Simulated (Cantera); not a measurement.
A closed system holds: 1 mol CH₃SiH₃, 0.06 mol CH₄, 200 mol H₂, equilibrated at 1.00 Torr.

Equilibrium computed with Cantera from the NASA thermochemical tables; the gas is ideal and each condensed phase is pure. Candidate condensed phases: C, C₆H₆, C₇H₈, C₈H₁₈, Si, SiC; 87 gas species. The feed counts by its element totals alone. Kinetics and transport are ignored.

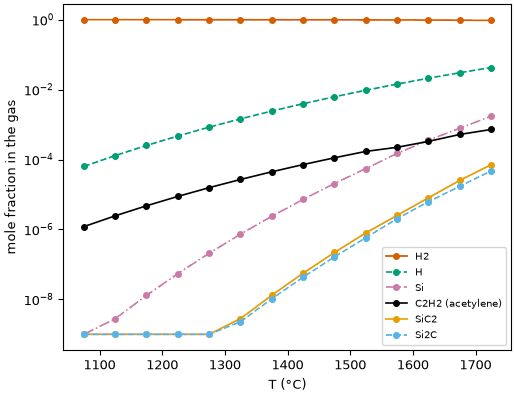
Figure. Equilibrium gas composition (values under 1e-9 drawn at 1e-9)

**Question.** Read off the mole fractions at 1475 °C.

**Answer.** H₂ about 0.99, H about 0.0062, C₂H₂ (acetylene) about 0.00011, Si about 2.1e-5, SiC₂ about 2.2e-7, Si₂C about 1.6e-7.
